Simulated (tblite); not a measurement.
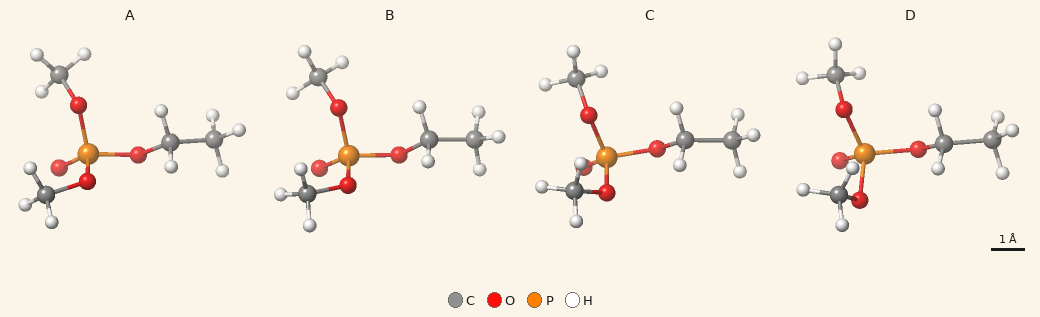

4 geometries from one relaxation of C4H11O4P, in shuffled order. A ball-and-stick model, seen at a tilt.

All numbers below come from GFN2-xTB geometry optimisation, gas phase (tblite). 

**Order the frames from highest to lowest energy.**

D, C, B, A. They are steps 0, 42, 55, 115, at +132.2 kJ/mol, +15.0 kJ/mol, +5.03 kJ/mol relative to the last. Over 115 geometry steps the energy falls by 132.2 kJ/mol. The atom that moves furthest after the best rigid fit is an H atom (1.30 Å). By element the largest moves are H 1.30 Å, O 0.96 Å, C 0.39 Å, P 0.28 Å. Some distances before and after: O–P 1.695 → 1.580 Å, O–P 1.681 → 1.601 Å, O–P 1.522 → 1.457 Å, O–P 1.680 → 1.620 Å. Bond angles that change, for instance: O–P–O 114.3° → 101.0°, O–P–O 106.8° → 117.2°, C–O–P 112.0° → 120.1°. Groups turn about O–P by about 75°, C–O by about 60°, C–O by about 30°.
